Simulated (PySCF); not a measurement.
# SbH2(NMe2) (C$_{2}$H$_{8}$NSb): electronic structure

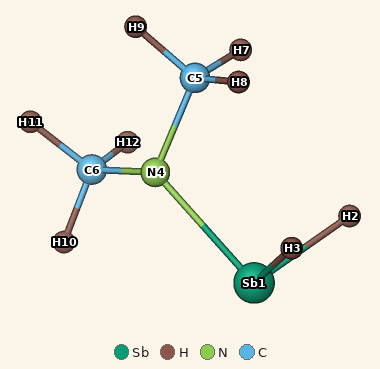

The molecule, with its atoms numbered as below. No frequency check shows the geometry to be a minimum.

Coordinates in Å:

```
Sb1      0.8176   -0.0523    0.0003
H2       0.7732    0.8489   -1.4735
H3       0.9873    1.4354    0.8114
N4      -1.1933   -0.0001    0.3564
C5      -1.8533    1.2091   -0.0642
C6      -1.9212   -1.1695   -0.0742
H7      -1.9106    1.3068   -1.1576
H8      -1.3114    2.0658    0.3347
H9      -2.8711    1.2201    0.3332
H10     -1.3907   -2.0672    0.2421
H11     -2.9091   -1.1695    0.3940
H12     -2.0655   -1.2111   -1.1625
```

### 1. Bonding charge

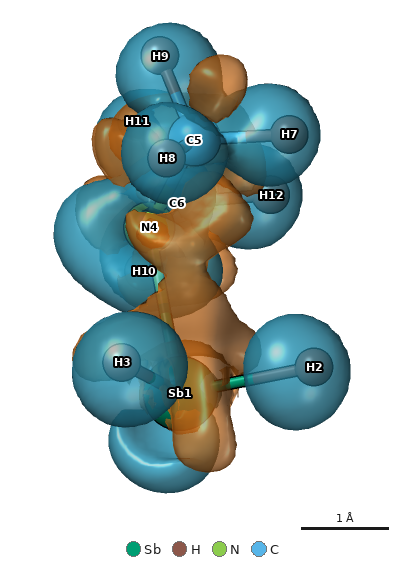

Deformation density (molecule less spherical, spin-averaged free atoms at the same positions), surfaces at ±0.06 e/Å³; light blue: gain, orange: loss.

Computed with PySCF, PBE0/def2-TZVP, geometry: GFN2-xTB. Core potentials replace the inner electrons of Sb; spin–orbit coupling isn't included.

> How much density has each bond gained at its critical point, relative to the free atoms?

The five largest and four smallest: C5–H8: +0.74 e/Å³ at the bond critical point (bond length 1.09 Å, Mayer order 1.0). C6–H10: +0.74 e/Å³ at the bond critical point (bond length 1.09 Å, Mayer order 1.0). C6–H11: +0.73 e/Å³ at the bond critical point (bond length 1.09 Å, Mayer order 1.0). C5–H9: +0.73 e/Å³ at the bond critical point (bond length 1.09 Å, Mayer order 1.0). C6–H12: +0.71 e/Å³ at the bond critical point (bond length 1.10 Å, Mayer order 1.0). N4–C5: +0.36 e/Å³ at the bond critical point (bond length 1.44 Å, Mayer order 1.0). Sb1–H3: +0.21 e/Å³ at the bond critical point (bond length 1.70 Å, Mayer order 1.0). Sb1–H2: +0.20 e/Å³ at the bond critical point (bond length 1.73 Å, Mayer order 0.9). Sb1–N4: +0.11 e/Å³ at the bond critical point (bond length 2.04 Å, Mayer order 1.0). In all, 2.6 electrons gather in the regions of gain relative to the promolecule. A small or negative value marks a very polar bond, one between electron-rich atoms, whose free-atom densities already overlap strongly, a long bond to a heavier atom, or a closed-shell contact such as a hydrogen bond.

### 2. Bond critical points

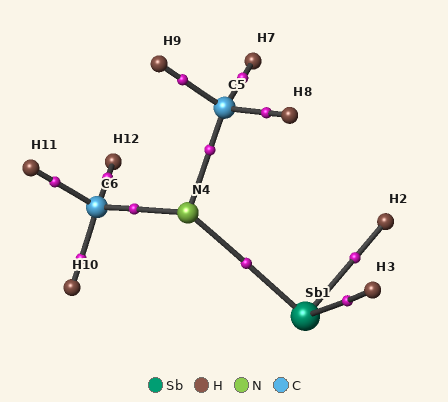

Molecular graph of the electron density (QTAIM): bond paths, bond critical points (magenta), ring points (cyan, if any); weak paths are dashed.

> How many critical points of each kind are there, and does the count close?

12 nuclei, 11 bond, 0 ring and 0 cage critical points: 12 − 11 + 0 − 0 = 1, as the Poincaré–Hopf relation requires.

> What does the calculation give at each kind of bond critical point?

```json
{"bond": "C5–H8", "length (Å)": "1.089", "ρ (a.u.)": "0.283", "∇²ρ (a.u.)": "−0.99", "ε": "0.03", "H (a.u.)": "−0.287"}
{"bond": "C6–H10", "length (Å)": "1.090", "ρ (a.u.)": "0.282", "∇²ρ (a.u.)": "−0.99", "ε": "0.03", "H (a.u.)": "−0.286"}
{"bond": "C6–H11", "length (Å)": "1.093", "ρ (a.u.)": "0.280", "∇²ρ (a.u.)": "−0.97", "ε": "0.03", "H (a.u.)": "−0.282"}
{"bond": "C5–H9", "length (Å)": "1.093", "ρ (a.u.)": "0.280", "∇²ρ (a.u.)": "−0.97", "ε": "0.03", "H (a.u.)": "−0.282"}
{"bond": "N4–C5", "length (Å)": "1.440", "ρ (a.u.)": "0.277", "∇²ρ (a.u.)": "−0.74", "ε": "0.04", "H (a.u.)": "−0.311"}
{"bond": "N4–C6", "length (Å)": "1.443", "ρ (a.u.)": "0.276", "∇²ρ (a.u.)": "−0.73", "ε": "0.05", "H (a.u.)": "−0.306"}
{"bond": "C6–H12", "length (Å)": "1.099", "ρ (a.u.)": "0.276", "∇²ρ (a.u.)": "−0.94", "ε": "0.03", "H (a.u.)": "−0.275"}
{"bond": "C5–H7", "length (Å)": "1.099", "ρ (a.u.)": "0.275", "∇²ρ (a.u.)": "−0.94", "ε": "0.03", "H (a.u.)": "−0.274"}
{"bond": "Sb1–N4", "length (Å)": "2.043", "ρ (a.u.)": "0.122", "∇²ρ (a.u.)": "+0.24", "ε": "0.12", "H (a.u.)": "−0.052"}
{"bond": "Sb1–H3", "length (Å)": "1.703", "ρ (a.u.)": "0.121", "∇²ρ (a.u.)": "+0.02", "ε": "0.04", "H (a.u.)": "−0.067"}
{"bond": "Sb1–H2", "length (Å)": "1.728", "ρ (a.u.)": "0.116", "∇²ρ (a.u.)": "+0.02", "ε": "0.03", "H (a.u.)": "−0.061"}
```

> What kind of interaction is Sb1–N4?

Polar or intermediate (positive Laplacian, negative energy density H): ρ = 0.122, ∇²ρ = +0.24, H = −0.052 a.u.

### 3. Local ionisation energy

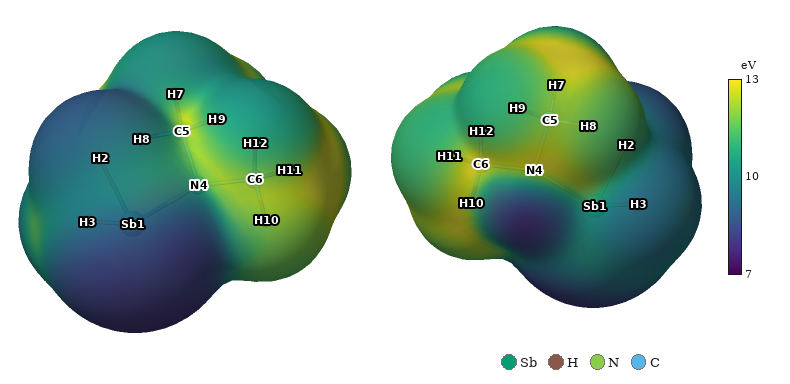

Average local ionisation energy on the surface of electron density 0.001 a.u. (back view left, front view right).

> Locate the minima of the map.

The lowest value is 7.8 eV, 2.5 Å from Sb1. Further minima include 7.8 eV, 2.0 Å from N4; 8.7 eV, 1.5 Å from H2; 10.8 eV, 1.4 Å from H9. For comparison, the highest occupied orbital lies at −6.3 eV.

> What volume does the surface enclose, and what is the dipole moment?

About 135 Å³; the dipole moment is 0.5 D.

The PySCF run shown took 38 s on 1 thread of Arm Neoverse V1, with other jobs on the host.
